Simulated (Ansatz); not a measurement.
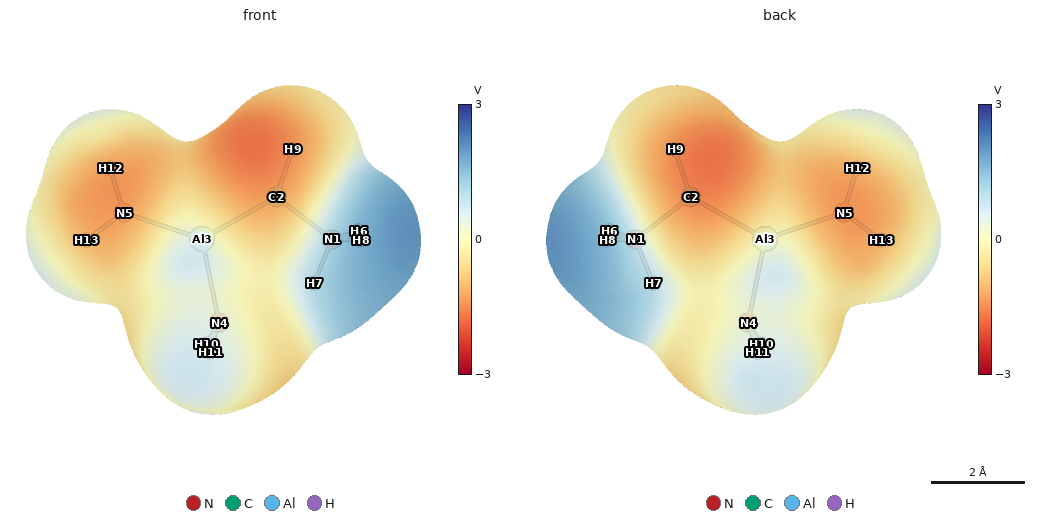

Figure. CH$_{8}$AlN$_{3}$. The electrostatic potential painted on the density surface at 0.001 e/bohr³, seen from the front and from behind; the colour scale runs from red (negative) to blue (positive).

Computed with RHF/def2-SVP in Ansatz.

Input

```
crystal:
  periodic: [false, false, false]
  atoms:
    - { symbol: "N", position_ang: [-2.177, -0.0458, 0.305] }
    - { symbol: C, position_ang: [-1.02, -0.4084, 1.001] }
    - { symbol: Al, position_ang: [0.6141, 0.02, -0.0545] }
    - { symbol: "N", position_ang: [0.9826, -0.7347, -1.7753] }
    - { symbol: "N", position_ang: [1.9639, 1.1849, 0.6777] }
    - { symbol: H, position_ang: [-2.1742, 1.0425, 0.1034] }
    - { symbol: H, position_ang: [-2.2253, -0.49, -0.6258] }
    - { symbol: H, position_ang: [-2.62349, -0.63675, 1.03509] }
    - { symbol: H, position_ang: [-0.9626, 0.1372, 2.0207] }
    - { symbol: H, position_ang: [0.9373, 0.0496, -2.4265] }
    - { symbol: H, position_ang: [0.0425, -1.3031, -1.967] }
    - { symbol: H, position_ang: [2.346, 0.7399, 1.5758] }
    - { symbol: H, position_ang: [2.7017, 1.2551, -0.004] }
basis:
  gaussian: { orbitals: def2-SVP }
hamiltonian:
  xc: hf
relax:
  f_tol: 0.02
  max_steps: 50
output:
  orbitals: {}
```

Run with:

```sh
ansatz run input.yaml --threads 2 --pin off --max-ram 3072MiB --backend cpu --events-out ev --progress --plain --runs-dir out
```

The fields are those of the relaxed geometry.

> Describe the electrostatic potential map.

The most negative region (about −1.7 V) lies over the π face of C2, the most positive (about +2.0 V) over H6 and H8.
